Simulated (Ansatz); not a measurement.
Cd₃Cl₃O (space group R3m, No. 160): coordinates from a relaxation with Ansatz, DFT PBE, scalar-relativistic, plane waves, PAW; the starting structure was generated, so it need not be a known form of this composition.

Space group R3m:H (No. 160). a = 7.823 Å, b = 7.823 Å, c = 9.385 Å, α = 90.00°, β = 90.00°, γ = 120.00°
```json
{"atom": "Cd", "site": "9b", "symmetry": ".m", "x": "0.1467", "y": "0.8533", "z": "0.3621"}
{"atom": "Cl", "site": "9b", "symmetry": ".m", "x": "0.1677", "y": "0.3353", "z": "0.8180"}
{"atom": "O", "site": "3a", "symmetry": "3m", "x": "0.0000", "y": "0.0000", "z": "0.4612"}
```

Bonds are taken as Cd–Cl below 3.3 Å and Cd–O below 2.5 Å. Simplification: prune 0- and 1-connected atoms, fold 2-connected ones into links.

What net does this leave?

The result is a trinodal (3,4,5)-connected, three-periodic net: O is a 3-connected node; Cl is a 4-connected node; Cd is a 5-connected node, in the ratio 1:3:3. It is a single net, without interpenetration.

| node | links | point symbol | coordination sequence |
| --- | --- | --- | --- |
| O | 3 | 4³ | 3 9 21 54 69 129 |
| Cl | 4 | 4·6³·8² | 4 15 28 64 76 143 |
| Cd | 5 | 4²·6⁶·8² | 5 12 35 50 99 110 |

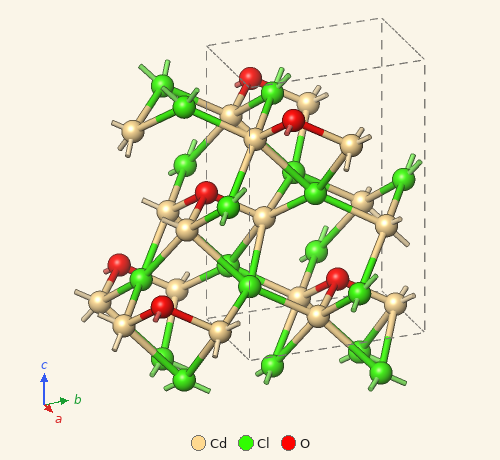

Nodes are coloured by element. Short stubs are edges that leave the cut-out.
